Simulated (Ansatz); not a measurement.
## Profile along the Zr–Zr line in Zr (hcp, Mg type)

Zr (hcp, Mg type)

```
CELL_PARAMETERS angstrom
      3.18422     0.00000     0.00000
     -1.59211     2.75761     0.00000
      0.00000     0.00000     5.11671
ATOMIC_POSITIONS crystal
  Zr 0.33333 0.66667 0.75000
  Zr 0.66667 0.33333 0.25000
```

Fields along a shortest Zr–Zr line of a (-1 1 0 2) plane (3.18 Å), from Zr to Zr, interpolated on the slice's grid (step about 0.2 Å). Computed with PBEsol (plane waves to 420 eV, PAW, scalar-relativistic; Ansatz, an electronic-structure program). k mesh 17×17×9. Inside the PAW spheres the values are not all-electron values, and peaks at nuclei hang on which shells count as valence. Zr is run without spin polarisation. Zr was relaxed with its symmetry unable to fall.

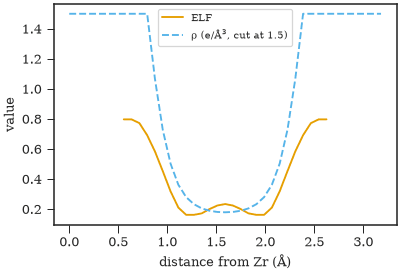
Figure: ELF (away from the nuclei) and valence density from Zr to Zr.

Density on the Zr–Zr line (3.18 Å) at its midpoint: 0.18 e/Å³. ELF at that point: 0.23.
